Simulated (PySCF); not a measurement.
## Electronic structure of C₃H₈NOSi₂ (SMILES O=CN[SiH]1C[SiH]C1) (doublet) in real space

```yaml
atoms:
  - { symbol: O, position_ang: [1.3432, 1.3171, 0.8793] }
  - { symbol: C, position_ang: [2.0120, 0.8013, 0.0153] }
  - { symbol: N, position_ang: [1.5688, -0.1304, -0.8346] }
  - { symbol: Si, position_ang: [-0.1045, -0.7032, -0.7405] }
  - { symbol: C, position_ang: [-1.2825, 0.7908, -0.6644] }
  - { symbol: Si, position_ang: [-1.3752, 0.6019, 1.2663] }
  - { symbol: C, position_ang: [-0.5271, -1.1334, 1.0657] }
  - { symbol: H, position_ang: [3.0748, 1.0786, -0.1325] }
  - { symbol: H, position_ang: [2.2194, -0.4872, -1.5124] }
  - { symbol: H, position_ang: [-0.1405, -1.6894, -1.8229] }
  - { symbol: H, position_ang: [-2.2410, 0.6271, -1.1522] }
  - { symbol: H, position_ang: [-0.8842, 1.7274, -1.0429] }
  - { symbol: H, position_ang: [-2.7628, 0.5063, 1.7646] }
  - { symbol: H, position_ang: [0.3196, -1.3379, 1.7139] }
  - { symbol: H, position_ang: [-1.2244, -1.9610, 1.1755] }
```

Geometry: GFN2-xTB.

All numbers below come from PySCF, UKS B3LYP, pcH-1 on C H N O Si, non-relativistic, mean-field spin-orbit, GIAO.

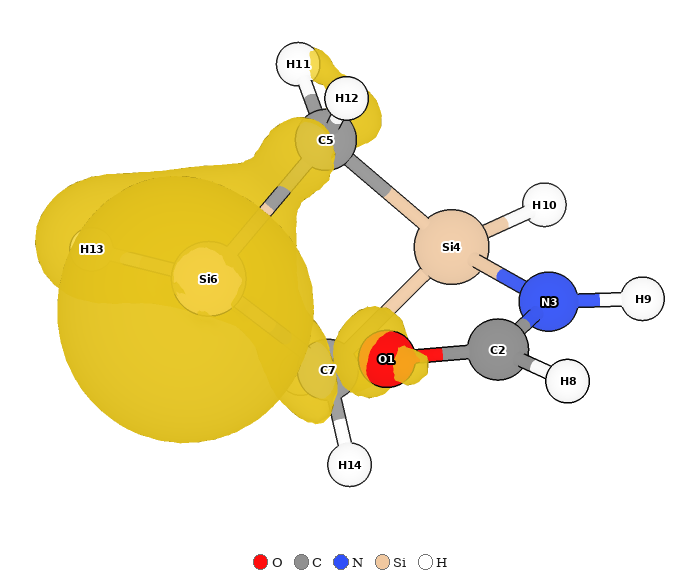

Figure 1. Isosurface of the spin density (α minus β) at +0.015 e/Å³ (yellow), seen at a tilt.

Which atoms carry the spin?

The unpaired spin (1 electron) lies mostly on Si6 (about 0.8) and H13 (about 0.1), in electrons by Hirshfeld's partition.

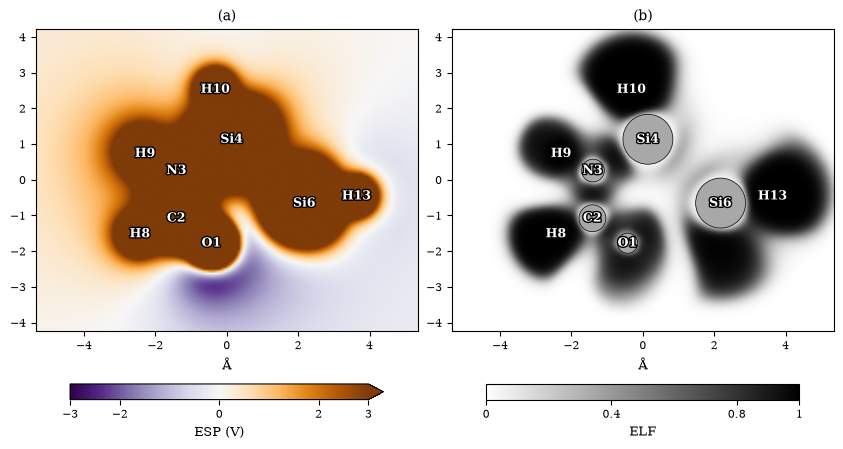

Figure 2. (a) molecular electrostatic potential; (b) electron localisation function on the plane of atoms C2, N3 and Si4. Grey discs cover the atomic cores in the ELF map.

What do the fields say about this system?

The plane passes through O, C, N, Si and H nuclei. C–O (1.21 Å): the ELF peaks at about 0.85 between the atoms; a short, multiple covalent bond. C–N (1.34 Å): the ELF peaks at about 0.90 between the atoms: localised, covalent bonding. Si–N (1.77 Å): the ELF peaks at about 0.95 between the atoms (a shared but strongly polarised pair). N–H (1.00 Å): the ELF climbs to about 1 towards the hydrogen, as it does in any bond to H (an ordinary covalent bond to hydrogen). C–H (1.11 Å): the ELF climbs to about 1 towards the hydrogen (a covalent bond by its length). The ELF also peaks beside O1 and Si6, away from the bonds: non-bonding electrons, paired or unpaired. Outside the dense part of the molecule the potential is most negative (−2.3 V) near O1.

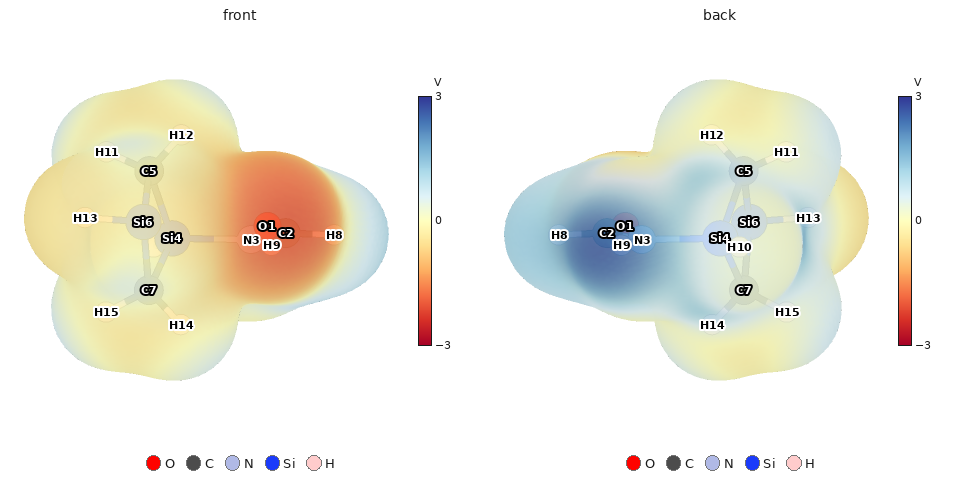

Figure 3. The molecular electrostatic potential painted on the density surface at 0.002 e/bohr³, seen from the front and from behind; the colour scale runs from red (negative) to blue (positive).

Which sites attract a positive test charge, and which a negative one?

A positive charge is drawn to the negative regions and a negative charge to the positive ones. The most negative region (about −1.8 V, or −42 kcal/mol for a unit charge) lies over O1, the most positive (about +2.4 V, or +55 kcal/mol for a unit charge) over H9. O1 is the likeliest acceptor of a hydrogen bond.
